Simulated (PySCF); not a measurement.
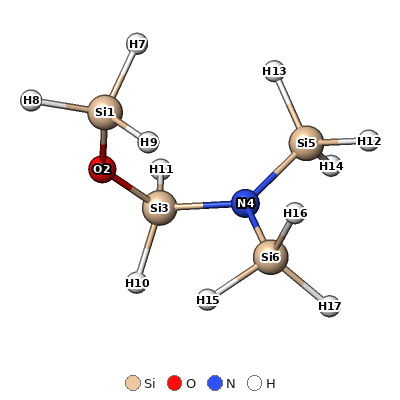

Structure of Si₄NH₁₁O, SMILES [SiH3]O[SiH2]N([SiH3])[SiH3].

GIAO shifts, PBE0/pcSseg-1 in PySCF 2.14.0, at a PBE0-D3(BJ)/def2-SVP geometry (no frequency check), against H₂O for ¹⁷O and TMS for ²⁹Si computed at the same level (¹⁷O: a single water molecule, while the usual scale starts at liquid water and gives values some tens of ppm lower). Gas phase, fully decoupled, line heights follow the number of nuclei, widths are arbitrary (no quadrupolar broadening); values of one conformer, averaged over nuclei that symmetry, rotation about single bonds or inversion at nitrogen exchange, these motions taken as fast; other conformers aren't averaged in.

How many ¹⁷O lines appear, and where?

Answer. 1 signal.


| δ (ppm) | nuclei | atoms |
| --- | --- | --- |
| 40.4 | 1 | O2 |

How many ²⁹Si lines appear, and where?

Answer. 3 signals.


```tsv
δ (ppm)	nuclei	atoms
−25.9	1	Si3
−38.0	1	Si1
−44.5	2	Si5, Si6
```

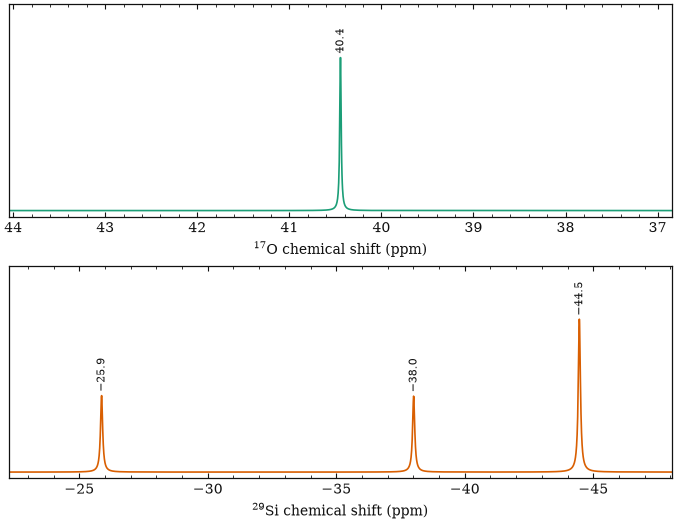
